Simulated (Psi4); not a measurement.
**AlH (SMILES [AlH]): wB97M-V/def2-TZVPPD**

What is the vertical ionisation energy of AlH at wB97M-V/def2-TZVPPD? 

The calculation is run with Psi4 1.11.

2 further runs of the same task are left out: 2 set aside as unsound or not needed.

### 1 The structure to begin with

AlH has 2 atoms, charge 0, and is taken as a singlet. As SMILES, `[AlH]`. The shape is that of a PBE0-D4/def2-TZVP optimisation.

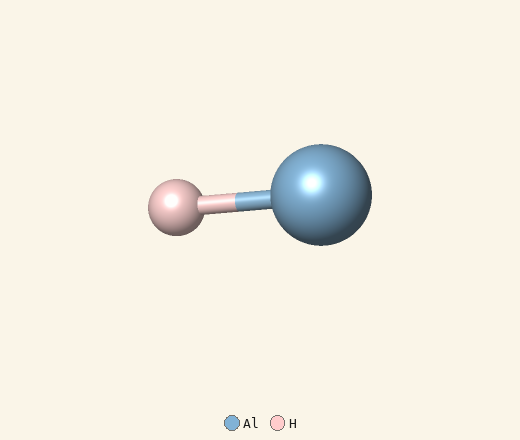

The structure, seen from a chosen angle (aluminium light blue, hydrogen pink).

### 2 A single-point energy at wB97M-V/def2-TZVPPD

input.dat reads:

```
memory 1.6 GB

molecule system {
  0 1
  Al     0.000000     0.000000    -0.025640
  H      0.000000     0.000000     1.639110
  symmetry c1
}

set {
  basis def2-TZVPPD
  puream true
  e_convergence 1e-09
  d_convergence 1e-08
  scf_type pk
  dft_radial_points 99
  dft_spherical_points 590
}

e_tot = energy('wb97m-v')
print_variables()
```

On the command line:

```
$ psi4 -n 1 input.dat output.dat
```

output.dat:

```text
[...]
  Running in c1 symmetry.
[...]
  Nuclear repulsion =    4.132334427817990
[...]
  Multiplicity = 1
[...]
  Nalpha       = 7
  Nbeta        = 7
[...]
    Number of basis functions: 65
[...]
   @RKS iter   1:  -242.95272400074634   -5.03244e-01   2.75496e-03 ADIIS/DIIS
[...]
   @RKS iter   9:  -242.96133485721580   -1.21076e-11   3.80695e-09 DIIS
[...]
    Orbital Energies [Eh]
    ---------------------
    Doubly Occupied:
       1A    -56.315872     2A     -4.295489     3A     -2.810267
       4A     -2.810267     5A     -2.803587     6A     -0.459264
       7A     -0.284204
[...]
  @RKS Final Energy:  -242.96133485721580
   => Energetics <=
    Nuclear Repulsion Energy =              4.1323344278179901
    One-Electron Energy =                -345.6416069063067766
    Two-Electron Energy =                 112.8442059635077186
    DFT Exchange-Correlation Energy =     -14.3567132650394758
    Empirical Dispersion Energy =           0.0000000000000000
    VV10 Nonlocal Energy =                  0.0604449228047826
    Total Energy =                       -242.9613348572158031
[...]
 Multipole Moments:
 ------------------------------------------------------------------------------------
     Multipole            Electronic (a.u.)      Nuclear  (a.u.)        Total (a.u.)
 ------------------------------------------------------------------------------------
 L = 1.  Multiply by 2.5417464519 to convert [e a0] to [Debye]
 Dipole X            :          0.0000000            0.0000000            0.0000000
 Dipole Y            :         -0.0000000            0.0000000           -0.0000000
 Dipole Z            :         -1.7113029            1.5600499           -0.1512530
 Magnitude           :                                                    0.1512530
[...]
```

It took 8.7 s on 1 thread of Intel Xeon 6975P-C (Granite Rapids), shared host; peak memory 0.76 GiB.

### 3 The doublet cation, same level

input.json reads:

```json
{
  "schema_name": "qcschema_input",
  "schema_version": 1,
  "molecule": {
    "schema_name": "qcschema_molecule",
    "schema_version": 2,
    "symbols": ["Al", "H"],
    "geometry": [0.0, 0.0, -0.04845258, 0.0, 0.0, 3.09746899],
    "molecular_charge": 1,
    "molecular_multiplicity": 2,
    "fix_symmetry": "c1",
    "fix_com": true,
    "fix_orientation": true
  },
  "driver": "energy",
  "model": {
    "method": "wb97m-v",
    "basis": "def2-TZVPPD"
  },
  "keywords": {
    "reference": "uks",
    "puream": true,
    "e_convergence": 1e-09,
    "d_convergence": 1e-08,
    "scf_type": "pk",
    "dft_radial_points": 99,
    "dft_spherical_points": 590,
    "maxiter": 100
  }
}
```

On the command line:

```
$ psi4 --qcschema input.json -n 1 --memory 1600MB
```

stdout:

```text
[...]
  Running in c1 symmetry.
[...]
  Nuclear repulsion =    4.132334424344851
[...]
  Multiplicity = 2
[...]
  Nalpha       = 7
  Nbeta        = 6
[...]
    Number of basis functions: 65
[...]
   @UKS iter   1:  -242.63164289580817   -1.82162e-01   2.64341e-03 ADIIS/DIIS
[...]
   @UKS iter  11:  -242.65993393642341   -1.73372e-12   1.64257e-09 DIIS
[...]
   @S^2 Observed:                7.582220135E-01
[...]
    Orbital Energies [Eh]
    ---------------------
    Alpha Occupied:
       1A    -56.646542     2A     -4.621369     3A     -3.135173
       4A     -3.135173     5A     -3.132303     6A     -0.756803
       7A     -0.584851
    Alpha Virtual:
       8A     -0.240707     9A     -0.240707    10A     -0.128892
      11A     -0.112786    12A     -0.072109    13A     -0.072109
      14A     -0.066387    15A     -0.066386    16A     -0.034676
      17A      0.002079    18A      0.041028    19A      0.041028
      20A      0.067333    21A      0.067333    22A      0.090132
      23A      0.090132    24A      0.099485    25A      0.134078
[...]
  @UKS Final Energy:  -242.65993393642341
   => Energetics <=
    Nuclear Repulsion Energy =              4.1323344243448510
    One-Electron Energy =                -341.2832019365520182
    Two-Electron Energy =                 108.6844784651644460
    DFT Exchange-Correlation Energy =     -14.2506342742930574
    Empirical Dispersion Energy =           0.0000000000000000
    VV10 Nonlocal Energy =                  0.0570893849123606
    Total Energy =                       -242.6599339364234424
[...]
 Multipole Moments:
 ------------------------------------------------------------------------------------
     Multipole            Electronic (a.u.)      Nuclear  (a.u.)        Total (a.u.)
 ------------------------------------------------------------------------------------
 L = 1.  Multiply by 2.5417464519 to convert [e a0] to [Debye]
 Dipole X            :         -0.0000000            0.0000000           -0.0000000
 Dipole Y            :         -0.0000000            0.0000000           -0.0000000
 Dipole Z            :         -2.5549307            2.4675854           -0.0873452
 Magnitude           :                                                    0.0873452
[...]
```

The result, in JSON:

```text
{
 "driver": "energy",
 "model": {
  "method": "wb97m-v",
  "basis": "def2-TZVPPD"
 },
 "success": true,
 "return_result": -242.6599339364234,
 "properties": {
  "calcinfo_nbasis": 65,
  "calcinfo_nmo": 65,
  "calcinfo_nalpha": 7,
  "calcinfo_nbeta": 6,
  "calcinfo_natom": 2,
  "nuclear_repulsion_energy": 4.132334424344851,
  "return_energy": -242.6599339364234,
  "scf_one_electron_energy": -341.283201936552,
  "scf_two_electron_energy": 108.68447846516445,
  "scf_vv10_energy": 0.05708938491236056,
  "scf_xc_energy": -14.250634274293057,
  "scf_dipole_moment": [-2.8758222914482308e-11, -9.710805635220923e-11, -0.08734523385623216],
  "scf_total_energy": -242.6599339364234,
  "scf_iterations": 11
 }
}
```

It took 12 s on 1 thread of Intel Xeon 6975P-C (Granite Rapids), shared host; peak memory 0.76 GiB.

### 4 What came out

At wB97M-V/def2-TZVPPD:

| quantity | value |
| --- | --- |
| singlet AlH: total energy | -242.96133 Eh |
| singlet AlH: dipole moment | 0.38 D |
| singlet AlH: HOMO energy | -7.73 eV |
| singlet AlH: LUMO energy | -0.03 eV |
| singlet AlH: HOMO–LUMO gap | 7.71 eV |
| doublet cation: total energy | -242.65993 Eh |
| doublet cation: HOMO energy (highest over α and β) | -15.91 eV |
| doublet cation: LUMO energy (lowest over α and β) | -8.71 eV |
| doublet cation: ⟨S²⟩ | 0.758 |
| vertical ionisation energy (to the doublet cation) | 8.202 eV |

What this shows: Removing an electron at fixed nuclei costs 8.20 eV (791 kJ/mol). −ε(HOMO) before ionisation, 7.73 eV, is 0.47 eV below this ionisation energy.
